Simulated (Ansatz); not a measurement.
**C₃H₄ClFOSi: density, localisation and related maps**

```xyz
11

C    -1.6704    0.4428   -0.5396
C    -0.4459    0.1238   -0.1054
C     0.0278   -0.7969    1.0236
O     1.4921   -0.6797    0.8732
Si    1.3625    0.3960   -0.4111
F     2.0060    1.8462   -0.1177
Cl    2.2230   -0.2510   -2.1676
H    -2.5789    0.0405   -0.0741
H    -1.8170    1.1245   -1.3833
H    -0.2637   -0.4513    2.0316
H    -0.2702   -1.8520    0.8911
```

Level of theory: RKS PBE-D4/6-31G* (Ansatz 0.2.0).

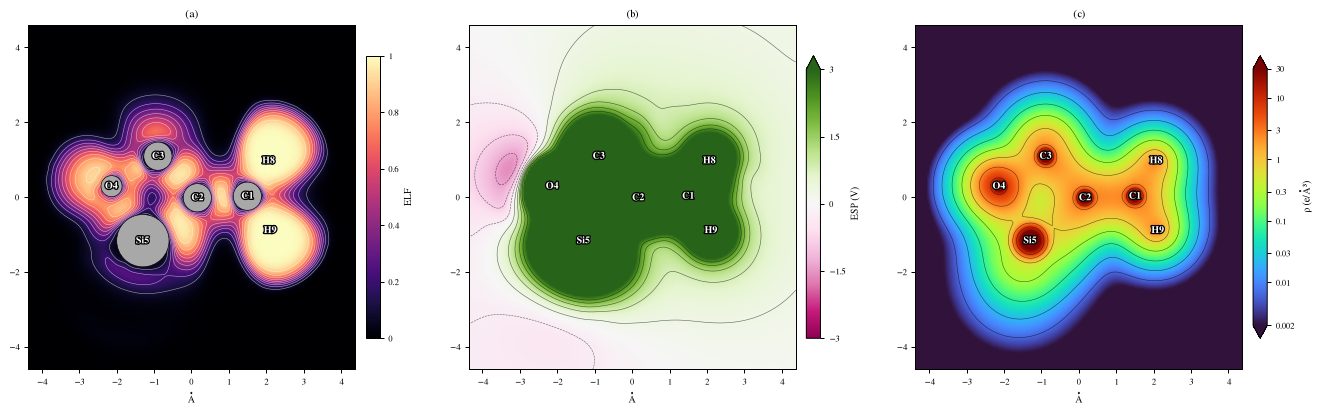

Figure 1. (a) electron localisation function; (b) molecular electrostatic potential; (c) total electron density on the plane of atoms C1, C2 and C3. Grey discs cover the atomic cores in the ELF map.

Interpret the plot.

Answer.
- The plane passes through C, O, Si and H nuclei.
- C–C (1.34 Å): ρ at the midpoint is about 2.3 e/Å³; the ELF peaks at about 0.95 between the atoms; a multiple bond.
- C–O (1.48 Å): ρ at the midpoint is about 1.7 e/Å³, with its minimum of 1.6 e/Å³ about 0.6 Å from C; the ELF peaks at about 0.90 between the atoms: a shared but strongly polarised pair.
- Si–O (1.68 Å): ρ at the midpoint is about 1.1 e/Å³; the ELF peaks at about 0.85 between the atoms; a polar covalent bond.
- C–Si (1.85 Å): ρ is about 0.96 e/Å³ halfway; the ELF peaks at about 0.95 between the atoms, as expected for a shared electron pair.
- C–H (1.09 Å): ρ is about 1.9 e/Å³ halfway; the ELF climbs to about 1 towards the hydrogen, as it does in any bond to H: a covalent bond by its length.
- The ELF also peaks beside O4, away from the bonds: lone-pair regions.
- Outside the dense part of the molecule the potential is most negative (−1.6 V) near O4.

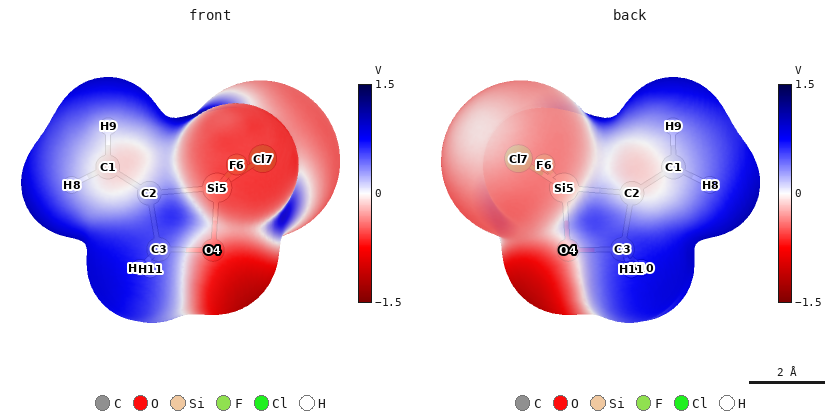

Figure 2. The molecular electrostatic potential painted on the density surface at 0.001 e/bohr³, seen from the front and from behind; the colour scale runs from red (negative) to blue (positive).

Describe the electrostatic potential map.

Answer. The most negative region (about −1.1 V, or −25 kcal/mol for a unit charge) lies over O4, the most positive (about +1.0 V, or +23 kcal/mol for a unit charge) over Si5 and H8. O4 is the likeliest acceptor of a hydrogen bond.

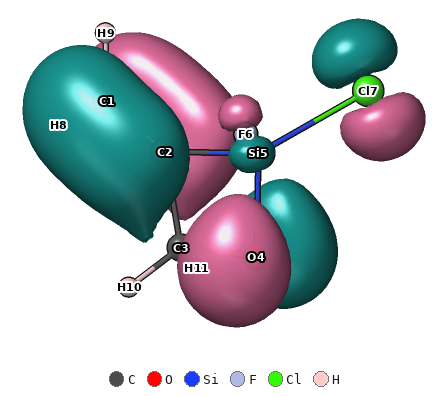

Figure 3. The HOMO−1 at ±0.08 Å⁻³ᐟ² (teal and pink are the two phases), seen at a tilt.

What is the character of this orbital?

Answer. By Hirshfeld shares it lies mainly on O4 (about 35 %), C1 (about 25 %) and C2 (about 25 %). Its energy is −7.18 eV.

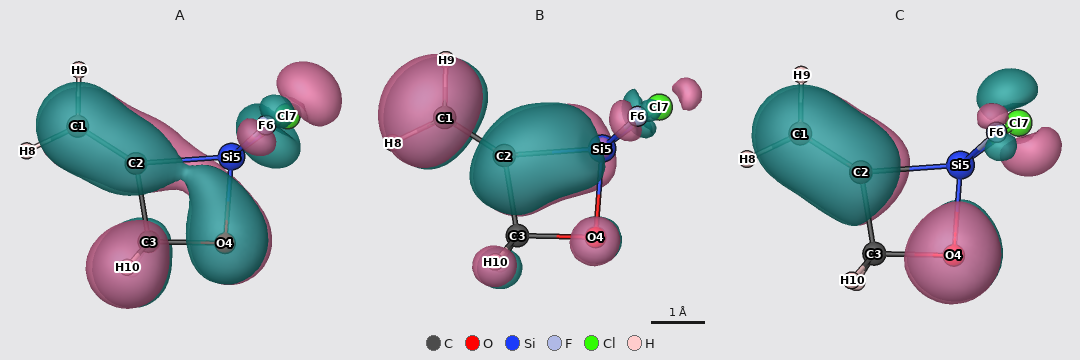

Figure 4. Three frontier orbitals at ±0.1 Å⁻³ᐟ² (teal and pink are the two phases), in no order.

Which picture is the HOMO−1, the HOMO and the LUMO?

Answer. C is the HOMO−1 (−7.18 eV). By Hirshfeld shares it lies mainly on O4 (about 35 %), C1 (about 25 %) and C2 (about 25 %). A is the HOMO (−6.84 eV). It lies mainly on O4 (about 30 %), C1 (about 15 %), C2 (about 15 %), C3 (about 10 %), Cl7 (about 10 %) and H10 (about 5 %). B is the LUMO (−1.97 eV). Its weight (Hirshfeld) is mainly on C1 (about 35 %), C2 (about 25 %) and Si5 (about 10 %); π-antibonding (π*) across C1–C2.

What is the HOMO–LUMO gap?

Answer. 4.87 eV between the orbital energies.
